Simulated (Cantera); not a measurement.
Charge: 1 mol Fe2O3, 0.028 mol Cl2, at 0.280 bar.

Cantera equilibrium calculation (NASA polynomials, part measured and part estimated; ideal gas, pure solids and liquids). Candidate condensed phases: Fe, FeCl2, FeCl3, FeO, Fe2O3, Fe3O4; 13 gas species. Equilibrium is a limit: real reactors are often held back by kinetics, nucleation or transport.

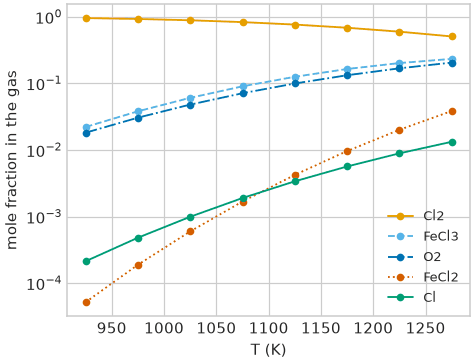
Figure: Equilibrium gas composition (values under 1e-9 drawn at 1e-9)

Q: Read off the mole fractions at 1025 K.

A: Cl2 about 0.89, FeCl3 about 0.061, O2 about 0.048, Cl about 0.00100, FeCl2 about 0.00060.
